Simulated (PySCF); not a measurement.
**Br₄H₄O₂Ti (SMILES [OH2]->[Ti](<-[OH2])([Br])([Br])([Br])[Br]): density, localisation and related maps**

```xyz
11

Ti   -0.0625    0.0042    0.0009
O     0.1948    0.2740    2.0462
H    -0.5290    0.5573    2.6209
H     1.0205    0.0919    2.5130
O    -0.2361   -0.2473   -2.0740
H    -0.2511   -1.1431   -2.4389
H     0.2010    0.3875   -2.6588
Br    2.2757   -0.6637    0.2119
Br   -2.2875    0.7380    0.6324
Br    0.5688    2.2260   -0.7466
Br   -0.7965   -2.3103   -0.0762
```

Geometry: PBE0-D3(BJ)/def2-SVP.

Computed with PySCF 2.14.0, wB97X-D/def2-SVPD, SCF density, gas phase.

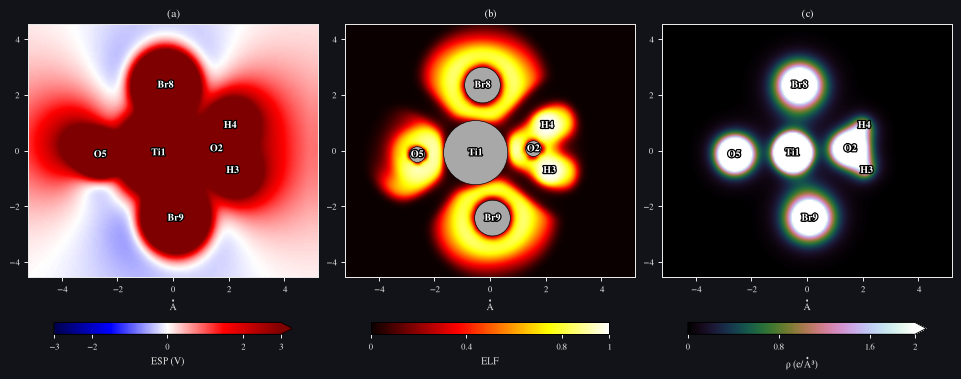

Figure 1. (a) electrostatic potential; (b) ELF; (c) total electron density on the plane of atoms O2, Ti1 and Br8. Grey discs cover the atomic cores in the ELF map.

Q: What do the fields say about this system?

A:
- Atoms in the plane: Ti, O, H and Br.
- Ti–O (2.08 Å): ρ at the midpoint is about 0.46 e/Å³; the ELF peaks at about 0.90 in the valence shell of O, 0.6 Å from its nucleus, and is about 0.15 at the midpoint.
- Ti–Br (2.43 Å): ρ at the midpoint is about 0.53 e/Å³; the ELF peaks at about 0.80 in the valence shell of Br, 1.0 Å from its nucleus, and is about 0.55 at the midpoint.
- O–H (0.97 Å): ρ at the midpoint is about 3.8 e/Å³; the ELF climbs to about 1 towards the hydrogen, as it does in any bond to H: an ordinary covalent bond to hydrogen.
- Outside the dense part of the molecule the potential is most negative (−0.6 V) near Br9.

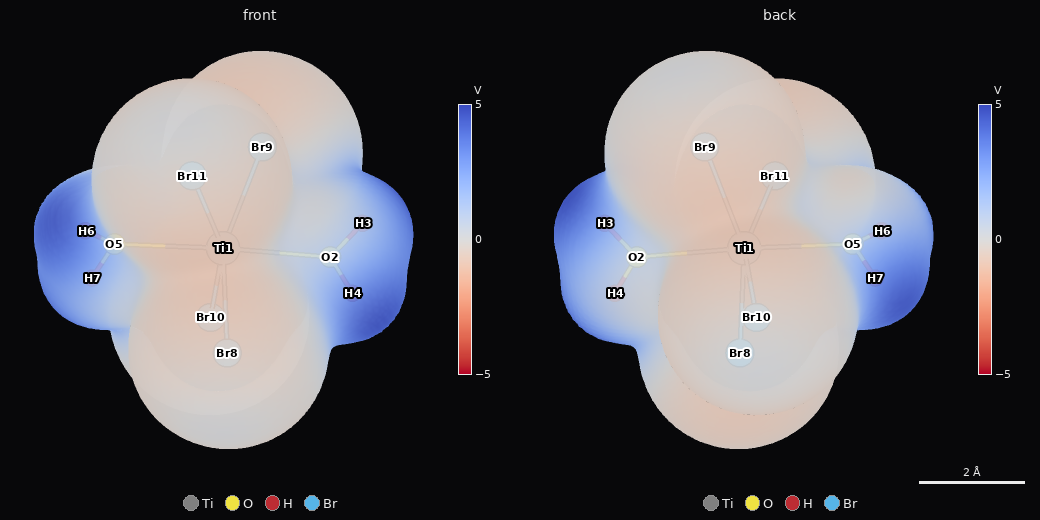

Figure 2. The molecular electrostatic potential painted on the density surface at 0.004 e/bohr³, seen from the front and from behind; the colour scale runs from red (negative) to blue (positive).

Q: Which sites attract a positive test charge, and which a negative one?

A: A positive charge is drawn to the negative regions and a negative charge to the positive ones. The most negative region (about −0.8 V) lies over Br8, Br9, Br10 and Br11, the most positive (about +4.6 V) over H3, H4, H6 and H7.
